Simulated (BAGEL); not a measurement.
# SiHCl2O2 (SMILES [O][Si](O)(Cl)Cl): UHF/cc-pVDZ (density fitting with qzvpp-jkfit)

What is the vertical doublet–quartet gap of SiHCl2O2 at UHF/cc-pVDZ (density fitting with qzvpp-jkfit)? 

The calculation is run with BAGEL 1.2.2.

7 further runs of the same task are left out: 7 that didn't finish. Runs told in other sessions of the task aren't counted.

### Step 1. Starting point

The species is SiHCl2O2 (6 atoms), meant as a doublet with charge 0. SMILES: `[O][Si](O)(Cl)Cl`. The shape is that of a PBE0-D4/def2-TZVP optimisation. This is one conformer, not always the lowest.

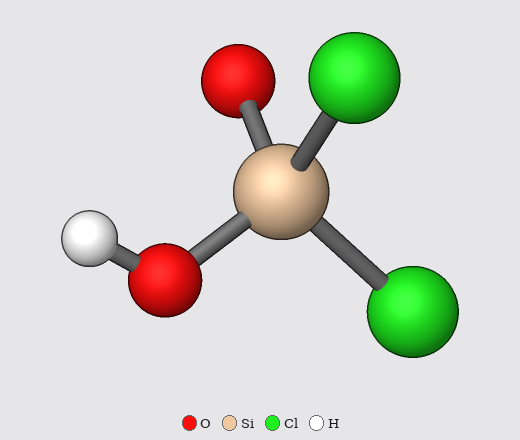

Viewed from a chosen angle; oxygen red, silicon light orange, chlorine green, hydrogen white.

### Step 2. A single-point energy at UHF/cc-pVDZ (density fitting with qzvpp-jkfit)

input.json reads:

```json
{ "bagel" : [

{
  "title" : "molecule",
  "basis" : "cc-pvdz.json",
  "df_basis" : "qzvpp-jkfit",
  "angstrom" : true,
  "geometry" : [
    { "atom" : "O", "xyz" : [   -1.226100,    0.180900,    1.211600 ] },
    { "atom" : "Si", "xyz" : [   -0.270900,    0.041200,   -0.123700 ] },
    { "atom" : "O", "xyz" : [    1.051900,   -0.855800,    0.114900 ] },
    { "atom" : "Cl", "xyz" : [   -1.218400,   -0.789200,   -1.696000 ] },
    { "atom" : "Cl", "xyz" : [    0.111400,    2.012000,   -0.434200 ] },
    { "atom" : "H", "xyz" : [    1.594100,   -0.653200,    0.881200 ] }
  ]
},
{
  "title" : "uhf",
  "nopen" : 1
},
{
  "title" : "print",
  "file" : "orbitals.molden",
  "orbitals" : true
}

]}
```

The basis set cc-pVDZ is read from a file made from the Basis Set Exchange's data (not shown).

Command:

```
$ BAGEL_NUM_THREADS=1 BAGEL input.json > input.out
```

Standard output:

```text
* using 1 threads per process

  ===============================================================
  ===============================================================

  *** Geometry ***

  { "atom" : "O", "xyz" : [     -2.316993,      0.341851,      2.289592 ] },
  { "atom" : "Si", "xyz" : [     -0.511927,      0.077857,     -0.233759 ] },
  { "atom" : "O", "xyz" : [      1.987803,     -1.617228,      0.217130 ] },
  { "atom" : "Cl", "xyz" : [     -2.302442,     -1.491372,     -3.204976 ] },
  { "atom" : "Cl", "xyz" : [      0.210515,      3.802129,     -0.820519 ] },
  { "atom" : "H", "xyz" : [      3.012412,     -1.234369,      1.665227 ] },

  Number of auxiliary basis functions:      556

  Since a DF basis is specified, we compute 2- and 3-index integrals:
    o Being stored without compression. Storage requirement is 0.034 GB

  Number of basis functions:       87
  Number of electrons      :       65

    * METHOD: MOLECULE                             0.28

  *** Open-shell HF ***

  === Nuclear Repulsion ===
   366.8584939860

      * DIIS with orbital gradients will be used.

  === UHF iteration (cc-pvdz.json) ===
      0      -1357.84221009          0.03703068           0.22
      1      -1357.92451236          0.04031755           0.22
      2      -1357.99613553          0.03308411           0.22
      3      -1358.35970294          0.00565199           0.22
      4      -1358.38372571          0.00275762           0.22
      5      -1358.38984752          0.00117855           0.22
      6      -1358.39108187          0.00040127           0.22
      7      -1358.39124006          0.00022422           0.22
      8      -1358.39129766          0.00017750           0.21
      9      -1358.39135295          0.00015304           0.22
     10      -1358.39141897          0.00012823           0.23
     11      -1358.39148932          0.00010657           0.22
     12      -1358.39152360          0.00010032           0.23
     13      -1358.39154985          0.00009739           0.22
     14      -1358.39158001          0.00009411           0.22
     15      -1358.39165407          0.00008550           0.22
     16      -1358.39180307          0.00006772           0.22
     17      -1358.39187443          0.00005886           0.22
     18      -1358.39189098          0.00004427           0.22
     19      -1358.39193470          0.00004782           0.23
     20      -1358.39195012          0.00001354           0.22
     21      -1358.39195163          0.00000591           0.22
     22      -1358.39195168          0.00000475           0.23
     23      -1358.39195173          0.00000225           0.23
     24      -1358.39195174          0.00000142           0.23
     25      -1358.39195173          0.00000111           0.22
     26      -1358.39195173          0.00000100           0.22
     27      -1358.39195174          0.00000080           0.22
     28      -1358.39195175          0.00000051           0.22
     29      -1358.39195176          0.00000031           0.22
     30      -1358.39195176          0.00000016           0.22
     31      -1358.39195176          0.00000010           0.22
     32      -1358.39195176          0.00000008           0.22
     33      -1358.39195176          0.00000006           0.22
     34      -1358.39195176          0.00000004           0.22
     35      -1358.39195176          0.00000003           0.22
     36      -1358.39195176          0.00000002           0.22
     37      -1358.39195176          0.00000002           0.22
     38      -1358.39195176          0.00000002           0.22
     39      -1358.39195176          0.00000002           0.22
     40      -1358.39195176          0.00000001           0.22
     41      -1358.39195176          0.00000001           0.22
    * SCF iteration converged.

    * S^2 (UHF) is 0.7555

    * Permanent dipole moment:
           (   -0.609425,     0.118936,    -0.420917) a.u.

    * METHOD: UHF                                  9.44

    * METHOD: PRINT                                0.01

  ===============================================================
```

It took 9.9 s on 1 thread of Arm Neoverse V2, shared host; peak memory 0.15 GiB.

### Step 3. The quartet, same level

job.json reads:

```json
{ "bagel": [

{
  "title": "molecule",
  "basis": "cc-pvdz.json",
  "df_basis": "qzvpp-jkfit",
  "angstrom": true,
  "geometry": [
    { "atom": "O", "xyz": [   -1.226100,    0.180900,    1.211600 ] },
    { "atom": "Si", "xyz": [   -0.270900,    0.041200,   -0.123700 ] },
    { "atom": "O", "xyz": [    1.051900,   -0.855800,    0.114900 ] },
    { "atom": "Cl", "xyz": [   -1.218400,   -0.789200,   -1.696000 ] },
    { "atom": "Cl", "xyz": [    0.111400,    2.012000,   -0.434200 ] },
    { "atom": "H", "xyz": [    1.594100,   -0.653200,    0.881200 ] }
  ]
},
{
  "title": "uhf",
  "nopen": 3
},
{
  "title": "print",
  "file": "orbitals.molden",
  "orbitals": true
}

]}
```

The basis set cc-pVDZ is read from a file made from the Basis Set Exchange's data (not shown).

Command:

```
$ BAGEL_NUM_THREADS=1 BAGEL job.json > job.out
```

Standard output:

```text
* using 1 threads per process

  ===============================================================
  ===============================================================

  *** Geometry ***

  { "atom" : "O", "xyz" : [     -2.316993,      0.341851,      2.289592 ] },
  { "atom" : "Si", "xyz" : [     -0.511927,      0.077857,     -0.233759 ] },
  { "atom" : "O", "xyz" : [      1.987803,     -1.617228,      0.217130 ] },
  { "atom" : "Cl", "xyz" : [     -2.302442,     -1.491372,     -3.204976 ] },
  { "atom" : "Cl", "xyz" : [      0.210515,      3.802129,     -0.820519 ] },
  { "atom" : "H", "xyz" : [      3.012412,     -1.234369,      1.665227 ] },

  Number of auxiliary basis functions:      556

  Since a DF basis is specified, we compute 2- and 3-index integrals:
    o Being stored without compression. Storage requirement is 0.034 GB

  Number of basis functions:       87
  Number of electrons      :       65

    * METHOD: MOLECULE                             0.28

  *** Open-shell HF ***

  === Nuclear Repulsion ===
   366.8584939860

      * DIIS with orbital gradients will be used.

  === UHF iteration (cc-pvdz.json) ===
      0      -1357.35772625          0.04034917           0.21
      1      -1357.04286487          0.05551503           0.21
      2      -1356.09051474          0.06562176           0.21
      3      -1357.85918053          0.02129135           0.21
      4      -1357.99987003          0.00959121           0.21
      5      -1358.03725736          0.00327591           0.21
      6      -1358.04652905          0.00111018           0.21
      7      -1358.04971627          0.00087848           0.21
      8      -1358.05256396          0.00090873           0.21
      9      -1358.05636107          0.00079378           0.21
     10      -1358.06130842          0.00052226           0.21
     11      -1358.06169780          0.00050283           0.21
     12      -1358.06313728          0.00032765           0.21
     13      -1358.06365524          0.00027175           0.21
     14      -1358.06403863          0.00016914           0.21
     15      -1358.06410583          0.00012077           0.21
     16      -1358.06415354          0.00009651           0.21
     17      -1358.06417457          0.00006442           0.21
     18      -1358.06418975          0.00004393           0.21
     19      -1358.06419695          0.00003077           0.21
     20      -1358.06420014          0.00002207           0.21
     21      -1358.06420275          0.00001553           0.21
     22      -1358.06420335          0.00001207           0.21
     23      -1358.06420387          0.00001039           0.21
     24      -1358.06420420          0.00000844           0.21
     25      -1358.06420453          0.00000748           0.21
     26      -1358.06420496          0.00000580           0.21
     27      -1358.06420522          0.00000416           0.21
     28      -1358.06420532          0.00000352           0.21
     29      -1358.06420542          0.00000200           0.21
     30      -1358.06420544          0.00000116           0.22
     31      -1358.06420544          0.00000079           0.21
     32      -1358.06420545          0.00000050           0.22
     33      -1358.06420545          0.00000030           0.21
     34      -1358.06420545          0.00000019           0.21
     35      -1358.06420545          0.00000017           0.21
     36      -1358.06420545          0.00000009           0.21
     37      -1358.06420545          0.00000007           0.21
     38      -1358.06420545          0.00000006           0.22
     39      -1358.06420545          0.00000004           0.21
     40      -1358.06420545          0.00000003           0.21
     41      -1358.06420545          0.00000002           0.21
     42      -1358.06420545          0.00000001           0.21
     43      -1358.06420545          0.00000001           0.21
    * SCF iteration converged.

    * S^2 (UHF) is 3.7671

    * Permanent dipole moment:
           (   -0.156740,    -0.469151,    -1.756242) a.u.

    * METHOD: UHF                                  9.47

    * METHOD: PRINT                                0.01

  ===============================================================
```

It took 9.9 s on 1 thread of Arm Neoverse V2, shared host; peak memory 0.15 GiB.

### Step 4. Summary of results

At UHF/cc-pVDZ (density fitting with qzvpp-jkfit):

```
                                        quantity           value
                           doublet: total energy  -1358.39195 Eh
                          doublet: dipole moment          1.91 D
                                   doublet: ⟨S²⟩           0.755
                           quartet: total energy  -1358.06421 Eh
                          quartet: dipole moment          4.64 D
                                   quartet: ⟨S²⟩           3.767
vertical energy of the quartet above the doublet        8.918 eV
```

What this shows: At this shape the quartet lies 8.92 eV (860 kJ/mol) above the doublet.
